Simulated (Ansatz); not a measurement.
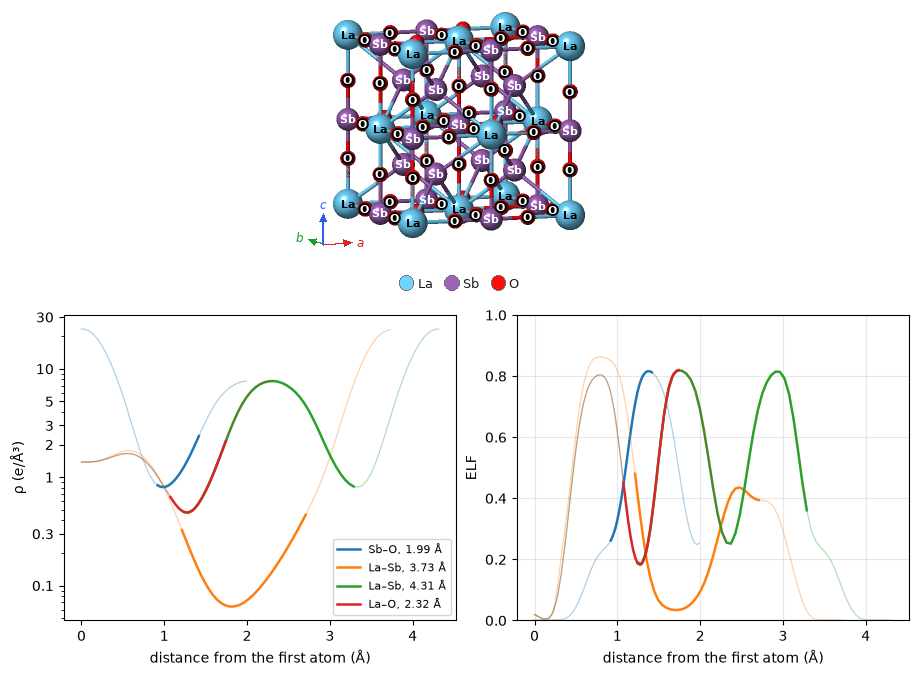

Figure. LaSb3O6. Valence electron density and ELF along straight lines between neighbouring atoms. Thin, pale parts lie inside the atomic spheres. The structure is drawn too.

Space group Fm-3m; a structure generated by program, which may or may not match a known phase.

Computed with DFT PBE, scalar-relativistic, plane waves, PAW (Ansatz 0.2.0).

Core electrons are frozen (PAW), and the valence fields are smoothed inside the atomic spheres.

```cif
data_structure
_symmetry_space_group_name_H-M 'P 1'
_symmetry_Int_Tables_number 1
_cell_length_a 8.6248
_cell_length_b 8.6248
_cell_length_c 8.6248
_cell_angle_alpha 90.000
_cell_angle_beta 90.000
_cell_angle_gamma 90.000
_cell_volume 641.58
loop_
_atom_site_label
_atom_site_type_symbol
_atom_site_fract_x
_atom_site_fract_y
_atom_site_fract_z
_atom_site_occupancy
La1 La 0.00000 0.00000 0.00000 1
La2 La 0.50000 0.50000 0.00000 1
La3 La 0.50000 0.00000 0.50000 1
La4 La 0.00000 0.50000 0.50000 1
Sb1 Sb 0.50000 0.00000 0.00000 1
Sb2 Sb 0.00000 0.50000 0.00000 1
Sb3 Sb 0.00000 0.00000 0.50000 1
Sb4 Sb 0.50000 0.50000 0.50000 1
Sb5 Sb 0.25000 0.25000 0.25000 1
Sb6 Sb 0.75000 0.75000 0.25000 1
Sb7 Sb 0.75000 0.25000 0.75000 1
Sb8 Sb 0.25000 0.75000 0.75000 1
Sb9 Sb 0.75000 0.25000 0.25000 1
Sb10 Sb 0.25000 0.75000 0.25000 1
Sb11 Sb 0.25000 0.25000 0.75000 1
Sb12 Sb 0.75000 0.75000 0.75000 1
O1 O 0.26933 0.00000 0.00000 1
O2 O 0.76933 0.50000 0.00000 1
O3 O 0.76933 0.00000 0.50000 1
O4 O 0.26933 0.50000 0.50000 1
O5 O 0.00000 0.26933 0.00000 1
O6 O 0.50000 0.76933 0.00000 1
O7 O 0.50000 0.26933 0.50000 1
O8 O 0.00000 0.76933 0.50000 1
O9 O 0.73067 0.00000 0.00000 1
O10 O 0.23067 0.50000 0.00000 1
O11 O 0.23067 0.00000 0.50000 1
O12 O 0.73067 0.50000 0.50000 1
O13 O 0.50000 0.23067 0.00000 1
O14 O 0.00000 0.73067 0.00000 1
O15 O 0.00000 0.23067 0.50000 1
O16 O 0.50000 0.73067 0.50000 1
O17 O 0.00000 0.00000 0.26933 1
O18 O 0.50000 0.50000 0.26933 1
O19 O 0.50000 0.00000 0.76933 1
O20 O 0.00000 0.50000 0.76933 1
O21 O 0.50000 0.00000 0.23067 1
O22 O 0.00000 0.50000 0.23067 1
O23 O 0.00000 0.00000 0.73067 1
O24 O 0.50000 0.50000 0.73067 1
```

What can be read from the curves?

Sb–O (1.99 Å): ρ is about 0.81 e/Å³ halfway; the ELF peaks at about 0.80 in the valence shell of O, 0.6 Å from its nucleus, and is about 0.30 at the midpoint.
La–Sb (3.73 Å): ρ at the midpoint is about 0.06 e/Å³; the ELF is about 0.05 at the midpoint (no shared electron pair shows on this line).
La–Sb (4.31 Å): the density is about 7.2 e/Å³ at the midpoint, with its minimum of 0.47 e/Å³ about 1.3 Å from La; the ELF peaks at about 0.80 in the valence shell of Sb, 2.6 Å from its nucleus, and is about 0.45 at the midpoint.
La–O (2.32 Å): ρ at the midpoint is about 0.53 e/Å³, with its minimum of 0.47 e/Å³ about 1.3 Å from La; the ELF is about 0.25 at the midpoint; no localised pair shows between them.
